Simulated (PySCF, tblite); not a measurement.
**C₆H₈Si: geometry, infrared bands and NMR shifts**

Aim: predict the infrared bands and NMR shifts of C₆H₈Si (`C#CC1=C[SiH2]CC1`).

Computed with tblite 0.8.0 and PySCF 2.14.0, with density-fitted response routines of our own, on a single molecule in the gas phase. Atoms are numbered from 0 throughout.

### Step 1. Starting geometry

15 atoms, charge 0, multiplicity 1; geometry from: force field or distance geometry start.

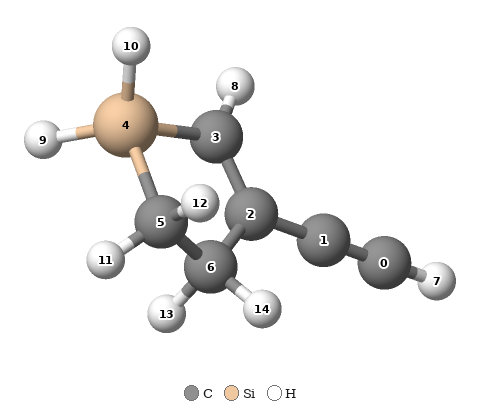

The starting geometry (carbon grey, silicon light orange, hydrogen white), atoms numbered.

### Step 2. Optimising the geometry with GFN2-xTB

Job settings and geometry (Å):

```
{"job": {"kind": "relax", "xc": "GFN2-xTB", "basis": "xTB"}, "charge": 0, "multiplicity": 1}
C      3.367900     0.613200    -0.106300
C      2.160900     0.452500    -0.183100
C      0.728300     0.250400    -0.267900
C     -0.099600     1.285600    -0.354500
Si    -1.852500     0.663800    -0.450800
C     -1.338900    -1.063100     0.098500
C      0.081200    -1.031100    -0.297900
H      4.412100     0.780100    -0.055400
H      0.140100     2.327900    -0.346400
H     -2.341500     0.659000    -1.821300
H     -2.729400     1.313000     0.509400
H     -1.904900    -1.842700    -0.443200
H     -1.504100    -1.210300     1.194100
H      0.168600    -1.463300    -1.334400
H      0.707100    -1.726900     0.331700
```

The run is started by

```
OMP_NUM_THREADS=1 python probes_run.py task.json out
```

One launch serves the whole session: the jobs run in the order shown.

The log of the run:

```text
step      E/eV     max force
  0    -504.36841    4.532
  1    -504.62303    2.791
  2    -504.57481    4.325
  3    -504.69239    0.700
  4    -504.71374    0.423
  5    -504.74561    0.929
  6    -504.75680    0.450
  7    -504.76488    0.242
  8    -504.77304    0.418
  9    -504.78053    0.441
 10    -504.78446    0.217
 11    -504.78636    0.128
 12    -504.78773    0.154
 13    -504.78908    0.150
 14    -504.79018    0.081
 15    -504.79097    0.073
 16    -504.79162    0.093
 17    -504.79229    0.101
 18    -504.79292    0.059
 19    -504.79339    0.046
 20    -504.79369    0.040
 21    -504.79396    0.055
 22    -504.79428    0.049
 23    -504.79462    0.043
 24    -504.79491    0.046
 25    -504.79517    0.047
 26    -504.79545    0.048
 27    -504.79581    0.052
 28    -504.79622    0.048
 29    -504.79658    0.044
 30    -504.79686    0.035
 31    -504.79712    0.040
 32    -504.79741    0.045
 33    -504.79772    0.042
 34    -504.79798    0.036
 35    -504.79818    0.034
 36    -504.79837    0.038
 37    -504.79862    0.038
 38    -504.79893    0.046
 39    -504.79923    0.043
 40    -504.79947    0.033
 41    -504.79967    0.037
 42    -504.79987    0.032
 43    -504.80007    0.034
 44    -504.80023    0.027
 45    -504.80032    0.024
 46    -504.80039    0.019
 47    -504.80047    0.022
 48    -504.80055    0.022
 49    -504.80063    0.022
 50    -504.80070    0.020
 51    -504.80076    0.022
 52    -504.80084    0.025
 53    -504.80091    0.026
 54    -504.80098    0.021
 55    -504.80104    0.020
 56    -504.80109    0.022
 57    -504.80115    0.018
 58    -504.80119    0.017
 59    -504.80123    0.018
 60    -504.80128    0.019
 61    -504.80134    0.021
 62    -504.80139    0.017
 63    -504.80144    0.017
 64    -504.80148    0.017
 65    -504.80153    0.023
 66    -504.80161    0.031
 67    -504.80172    0.032
 68    -504.80183    0.031
 69    -504.80189    0.019
 70    -504.80192    0.013
 71    -504.80195    0.014
 72    -504.80198    0.015
 73    -504.80201    0.010
 74    -504.80202    0.005
```

It took 0.74 s on 1 thread of Arm Neoverse N1, shared host.

Relaxation path: (not every step is listed) (the energy doesn't fall at every step)

```
step  energy from step 0 (eV)  largest force (eV/Å)
   0                   0.0000                4.5318
   1                  -0.2546                2.7911
   2                  -0.2064                4.3253
   3                  -0.3240                0.7004
   4                  -0.3453                0.4233
   5                  -0.3772                0.9292
   6                  -0.3884                0.4497
   7                  -0.3965                0.2415
   8                  -0.4046                0.4184
  14                  -0.4218                0.0807
  20                  -0.4253                0.0403
  26                  -0.4270                0.0479
  32                  -0.4290                0.0451
  38                  -0.4305                0.0461
  44                  -0.4318                0.0269
  50                  -0.4323                0.0197
  56                  -0.4327                0.0216
  62                  -0.4330                0.0168
  68                  -0.4334                0.0311
  69                  -0.4335                0.0192
  70                  -0.4335                0.0133
  71                  -0.4335                0.0144
  72                  -0.4336                0.0149
  73                  -0.4336                0.0097
  74                  -0.4336                0.0055
```

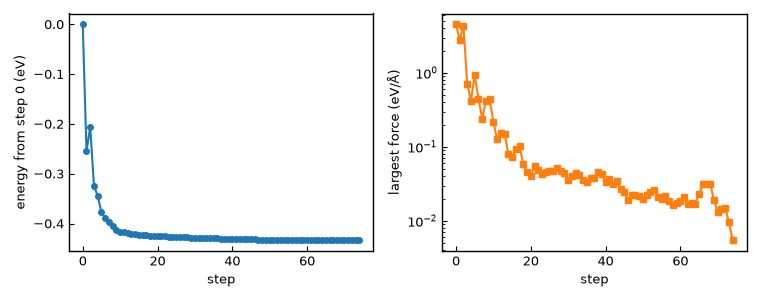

Energy and largest force along the relaxation.

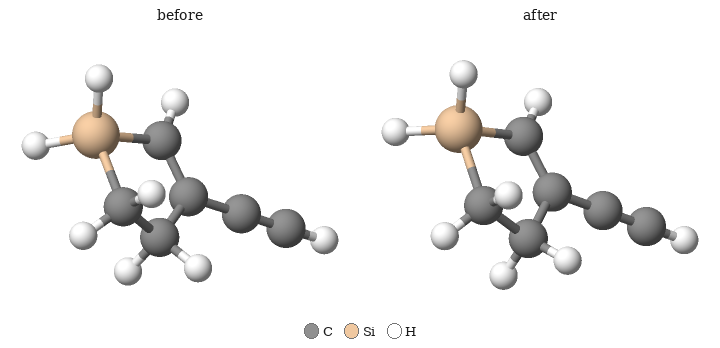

The geometry before (left) and after (right).

Distances of close pairs at the start and the end, largest changes first:

```csv
bond,before (Å),after (Å),change (Å)
C2–C6,1.436,1.507,+0.071
C5–C6,1.475,1.535,+0.060
C1–C2,1.449,1.410,-0.039
C6–H14,1.128,1.093,-0.035
C6–H13,1.126,1.095,-0.032
C5–H12,1.118,1.090,-0.027
Si4–C5,1.884,1.910,+0.027
C0–C1,1.220,1.202,-0.018
```

The final coordinates are the input of the step that follows.

### Step 3. Infrared spectrum with GFN2-xTB

Job settings and geometry (Å):

```
{"job": {"kind": "ir", "xc": "GFN2-xTB", "basis": "xTB"}, "charge": 0, "multiplicity": 1}
C      3.325172     0.589743    -0.149184
C      2.131654     0.461036    -0.208443
C      0.731819     0.299239    -0.266695
C     -0.133332     1.317484    -0.379032
Si    -1.902666     0.711793    -0.423941
C     -1.335052    -1.062031     0.000981
C      0.181623    -1.103059    -0.230620
H      4.366177     0.710585    -0.099924
H      0.212202     2.337675    -0.435929
H     -2.530665     0.821307    -1.746344
H     -2.772686     1.302466     0.597133
H     -1.832377    -1.835320    -0.580990
H     -1.547684    -1.278730     1.048091
H      0.407590    -1.576850    -1.191305
H      0.693810    -1.687350     0.538635
```

The log of the run:

```text
mode    cm-1     km/mol
  1      83.3      0.32
  2     116.9      0.70
  3     133.0      0.09
  4     275.6      0.21
  5     406.2     14.69
  6     441.8      1.32
  7     460.0      4.27
  8     478.2     43.99
  9     504.5     27.50
 10     510.4      6.84
 11     631.9    167.89
 12     646.6      2.74
 13     658.4     13.15
 14     715.5     66.31
 15     749.4     57.91
 16     795.2    237.89
 17     799.4     42.91
 18     834.1    161.83
 19     879.8      6.14
 20     928.5      7.22
 21    1051.0      0.80
 22    1113.8     20.65
 23    1126.3      7.50
 24    1183.0     13.36
 25    1237.7      7.25
 26    1251.6      4.39
 27    1319.4      1.96
 28    1469.0      2.33
 29    1494.1      3.37
 30    1611.5     56.86
 31    2215.4    446.68
 32    2239.2    287.69
 33    2241.4      8.44
 34    2933.4     23.59
 35    2963.7     34.04
 36    2987.3     58.05
 37    3013.4     36.07
 38    3087.2     36.57
 39    3392.5      1.96
```

It took 0.78 s on 1 thread of Arm Neoverse N1, shared host.

The strongest bands and the atoms that carry them (share of the mass-weighted mode):

| cm⁻¹ | km/mol | atoms |
| --- | --- | --- |
| 632 | 167.9 | H9 43 %, H10 37 % |
| 716 | 66.3 | C5 32 %, H12 25 %, Si4 15 % |
| 749 | 57.9 | C5 36 %, H11 24 % |
| 795 | 237.9 | H9 40 %, H10 39 % |
| 834 | 161.8 | C3 44 %, Si4 25 %, H8 21 % |
| 2215 | 446.7 | H9 86 % |
| 2239 | 287.7 | H10 85 % |
| 2987 | 58.0 | H12 78 %, H11 10 % |

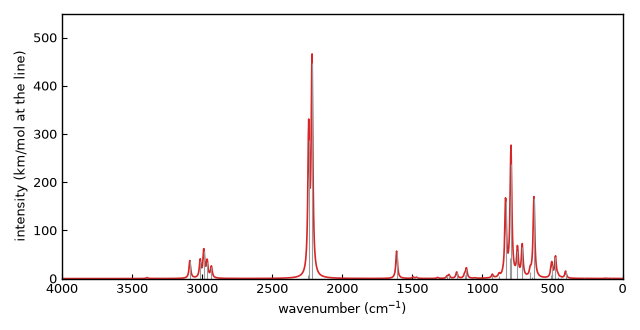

The infrared spectrum from these modes, unscaled. Lines are broadened to a width of 14 cm⁻¹ (Lorentzian).

### Step 4. NMR shieldings: PBE0/pcSseg-1

Same as in step 3 but for these lines:

```diff
@@ -1,2 +1,2 @@
-{"job": {"kind": "ir", "xc": "GFN2-xTB", "basis": "xTB"}, "charge": 0, "multiplicity": 1}
+{"job": {"kind": "nmr", "xc": "PBE0", "basis": "pcSseg-1"}, "charge": 0, "multiplicity": 1}
 C      3.325172     0.589743    -0.149184
```

Method: GIAO PBE0/pcSseg-1 NMR shielding, non-relativistic, gas phase.

The log of the run:

```text
coarse grid: 13104 points
cycle   1  E = -522.3180334579  dE =  9.200e-01  |g| = 4.430e-01  |ddm| = 3.802e+00
cycle   2  E = -522.3099527394  dE =  8.081e-03  |g| = 4.749e-01  |ddm| = 1.097e+00
cycle   3  E = -522.3677677897  dE = -5.782e-02  |g| = 8.849e-02  |ddm| = 5.822e-01
cycle   4  E = -522.3694677364  dE = -1.700e-03  |g| = 4.110e-02  |ddm| = 1.252e-01
cycle   5  E = -522.3698755946  dE = -4.079e-04  |g| = 1.651e-02  |ddm| = 4.763e-02
cycle   6  E = -522.3699386156  dE = -6.302e-05  |g| = 4.562e-03  |ddm| = 1.659e-02
cycle   7  E = -522.3699434393  dE = -4.824e-06  |g| = 1.795e-03  |ddm| = 6.736e-03
final grid: 122152 points
cycle   8  E = -522.4130662206  dE = -2.327e-05  |g| = 8.255e-03  |ddm| = 5.754e-02
cycle   9  E = -522.4130417737  dE =  2.445e-05  |g| = 1.265e-02  |ddm| = 2.518e-02
cycle  10  E = -522.4130830240  dE = -4.125e-05  |g| = 2.754e-03  |ddm| = 1.612e-02
cycle  11  E = -522.4130848209  dE = -1.797e-06  |g| = 4.150e-04  |ddm| = 2.247e-03
cycle  12  E = -522.4130848582  dE = -3.736e-08  |g| = 1.492e-04  |ddm| = 5.695e-04
cycle  13  E = -522.4130848634  dE = -5.143e-09  |g| = 5.643e-05  |ddm| = 1.921e-04
cycle  14  E = -522.4130848642  dE = -8.125e-10  |g| = 1.249e-05  |ddm| = 7.142e-05
converged SCF energy = -522.4130848642

GIAO shielding tensors (ppm)
atom      isotropic    diamagn.    paramagn.     s11        s22        s33       span
  0 C       94.737     259.587    -164.850     43.189     48.071    192.951    149.762
  1 C       99.970     246.278    -146.308     -7.605      3.815    303.699    311.304
  2 C       32.868     263.719    -230.850    -80.335     41.250    137.691    218.026
  3 C       44.630     253.517    -208.887    -69.600     43.965    159.524    229.125
  4 Si     375.494     879.253    -503.759    312.166    379.655    434.662    122.496
  5 C      179.738     250.817     -71.079    161.173    176.505    201.537     40.364
  6 C      145.173     246.202    -101.029    119.504    143.298    172.717     53.213
  7 H       28.699      34.108      -5.409     24.877     25.272     35.949     11.073
  8 H       25.033      31.116      -6.083     22.508     24.484     28.109      5.601
  9 H       26.924      27.972      -1.049     23.900     24.454     32.417      8.517
 10 H       26.968      28.097      -1.129     23.872     24.415     32.618      8.746
 11 H       30.616      29.035       1.580     25.671     28.138     38.038     12.367
 12 H       30.599      30.125       0.474     25.115     28.396     38.285     13.171
 13 H       29.019      29.499      -0.480     24.197     28.667     34.192      9.995
 14 H       28.886      30.119      -1.233     23.511     29.040     34.107     10.595
```

Wall time 37 s (1 thread of Arm Neoverse N1, shared host); peak memory 0.74 GiB.

The references, computed at this level on geometries of the same kind, shield at (ppm): 1H TMS 31.72, 13C TMS 186.9, 29Si TMS 349.2. Their shielding less the atom's gives the shift. The references are single molecules in the gas phase. Atoms listed in one row are averaged.

| atoms | environment | σ (ppm) | δ (ppm) | δ scaled to CDCl3 |
| --- | --- | --- | --- | --- |
| C2 | fully substituted alkene carbon | 32.9 | 154.1 | 148.4 |
| C3 | alkene CH | 44.6 | 142.3 | 137.0 |
| C0 | terminal alkyne carbon | 94.7 | 92.2 | 88.1 |
| C1 | alkyne carbon | 100.0 | 87.0 | 83.0 |
| C6 | allylic sp3 CH2 | 145.2 | 41.8 | 38.8 |
| C5 | sp3 CH2 bonded to Si | 179.7 | 7.2 | 5.1 |
| H8 | hydrogen on an alkene CH | 25.03 | 6.68 | 6.41 |
| H9, H10 | hydrogen on a silicon bonded to 2 C, in a 5-membered ring | 26.95 | 4.77 | – |
| H7 | hydrogen on a terminal alkyne carbon | 28.70 | 3.02 | 2.95 |
| H13, H14 | hydrogen on an allylic sp3 CH2 | 28.95 | 2.76 | 2.71 |
| H11, H12 | hydrogen on an sp3 CH2 bonded to Si | 30.61 | 1.11 | 1.15 |
| Si4 | silicon bonded to 2 C, 2 H, in a 5-membered ring | 375.5 | -26.3 | – |

The scaled column applies a straight-line fit of computed shieldings to shifts measured in CDCl3 (root-mean-square error 0.16 ppm for H, 1.9 ppm for C).

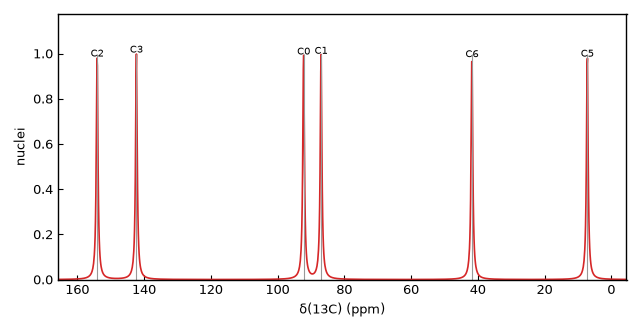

13C lines at the computed shifts, without couplings. Lines are broadened to a width of 0.59 ppm (Lorentzian).

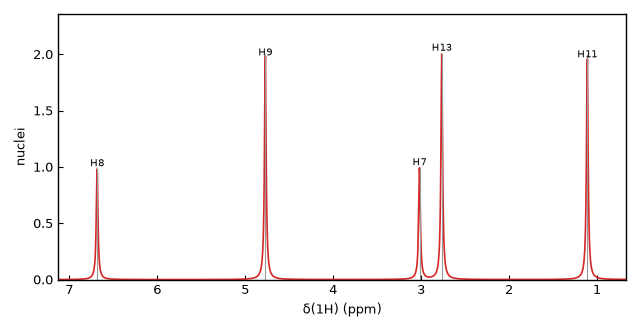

1H lines at the computed shifts, without couplings. Lines are broadened to a width of 0.02 ppm (Lorentzian).

Charges from the same density, by scheme (e):

| atoms | Mulliken | IAO | Hirshfeld | ESP fit |
| --- | --- | --- | --- | --- |
| C0 | -0.38 | -0.23 | -0.10 | -0.30 |
| C1 | 0.46 | -0.02 | -0.04 | -0.23 |
| C2 | -0.41 | 0.02 | 0.02 | 0.39 |
| C3 | -0.27 | -0.43 | -0.14 | -0.54 |
| Si4 | 0.71 | 0.75 | 0.34 | 0.52 |
| C5 | -0.53 | -0.54 | -0.16 | -0.39 |
| C6 | -0.11 | -0.25 | -0.06 | -0.08 |

Hirshfeld charges:

C0 -0.10; C1 -0.04; C2 0.02; C3 -0.14; Si4 0.34; C5 -0.16; C6 -0.06; H7 0.09; H8 0.04; H9 -0.08; H10 -0.08; H11 0.04; H12 0.04; H13 0.05; H14 0.04

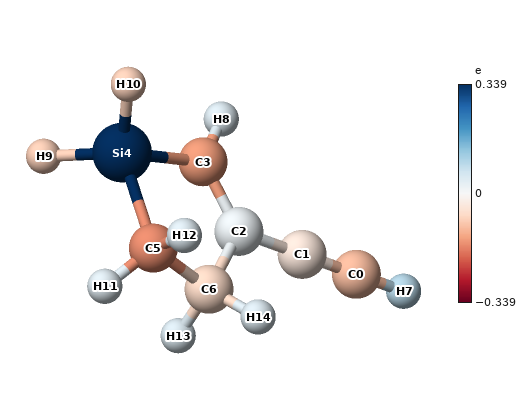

Hirshfeld charges, as colours on the atoms.

Mayer bond orders: C0–C1 2.33, C1–C2 1.05, C2–C3 1.83, C3–Si4 0.90, Si4–C5 0.91, C5–C6 1.02, C6–C2 1.03.

Ring of atoms C2, C3, Si4, C5, C6: NICS(0) -2.9, NICS(1) -3.4, NICS(1)zz -2.6 ppm (means of both faces).

### Step 5. Results

| quantity | value |
| --- | --- |
| strongest single infrared mode (GFN2-xTB) | 2215 cm⁻¹, 447 km/mol |
| zero-point energy (GFN2-xTB) | 70.0 kcal/mol |
| 13C shifts against TMS (PBE0/pcSseg-1) | 154.1, 142.3, 92.2, 87.0, 41.8, 7.2 ppm |
| 1H shifts against TMS (PBE0/pcSseg-1, means over atoms taken as alike) | 6.68, 4.77, 3.02, 2.76, 1.11 ppm |
| 29Si shifts against TMS (PBE0/pcSseg-1) | -26.3 ppm |

In words: Over 74 steps the energy fell by 0.434 eV; of the close pairs, C2–C6 changed most, 1.436 to 1.507 Å. No mode is imaginary among the 39: a minimum at this level. The strongest single mode, at 2215 cm⁻¹, moves mainly H9. GFN2-xTB is a fitted tight-binding method: band positions and strengths are rough. Its intensities can rank the bands wrongly. The most deshielded hydrogen is H8 (hydrogen on an alkene CH), at 6.68 ppm: attached to an sp2 carbon and in the plane of the double bond. At PBE0/pcSseg-1: Shielding is most anisotropic at C1 (span 311 ppm, paramagnetic term -146 ppm).
